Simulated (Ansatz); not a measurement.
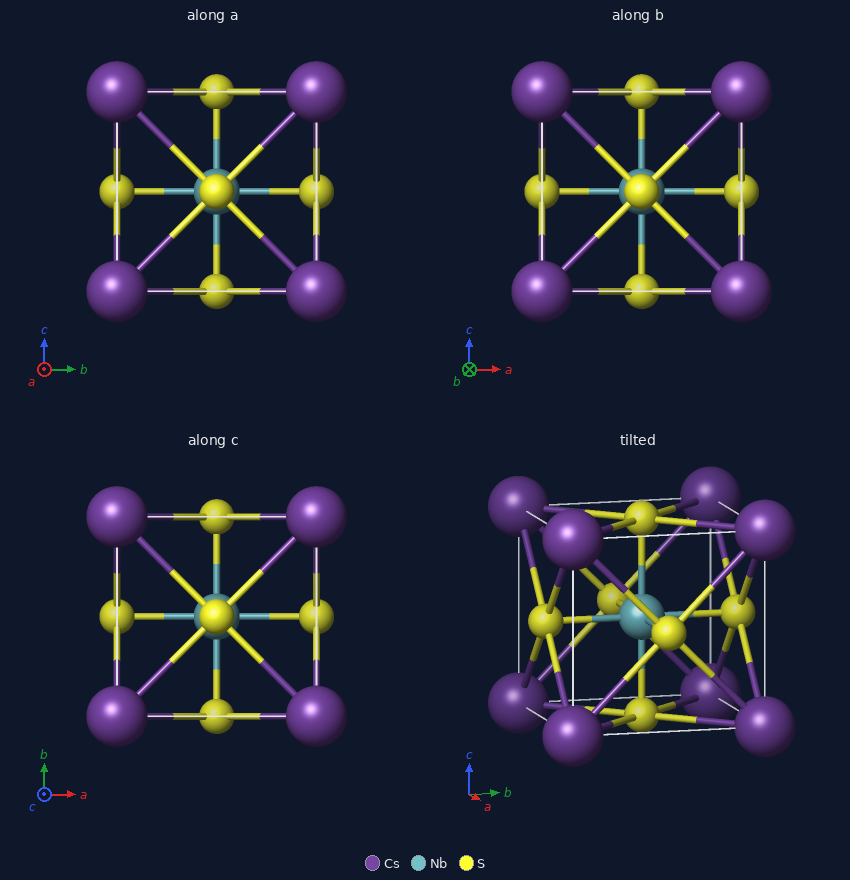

Structure drawing (ball-and-stick), viewed along the a axis, along the b axis, along the c axis and slightly off an axis. Thin lines show the conventional unit cell, with boundary atoms drawn in all their periodic places.

Lattice parameters: a = 4.7246 Å, b = 4.7246 Å, c = 4.7246 Å, α = 90.000°, β = 90.000°, γ = 90.000°.

> Convert the drawing into a CIF in P1 with every atom of the cell.

```cif
data_structure
_symmetry_space_group_name_H-M 'P 1'
_symmetry_Int_Tables_number 1
_cell_length_a 4.7246
_cell_length_b 4.7246
_cell_length_c 4.7246
_cell_angle_alpha 90.000
_cell_angle_beta 90.000
_cell_angle_gamma 90.000
_cell_volume 105.46
loop_
_atom_site_label
_atom_site_type_symbol
_atom_site_fract_x
_atom_site_fract_y
_atom_site_fract_z
_atom_site_occupancy
Cs1 Cs 0.0000 0.0000 0.0000 1
Nb1 Nb 0.5000 0.5000 0.5000 1
S1 S 0.5000 0.5000 0.0000 1
S2 S 0.5000 0.0000 0.5000 1
S3 S 0.0000 0.5000 0.5000 1
```

It goes back to a structure type filled with these elements by a generator (whether the compound takes this form wasn't checked). Earlier steps of the study may have refined or changed the cell and positions. A calculation with Ansatz used it as input.

At this level of theory the cell isn't at rest (compressed, at 14 GPa), so its distances can differ from those at equilibrium, the more so the softer the solid.
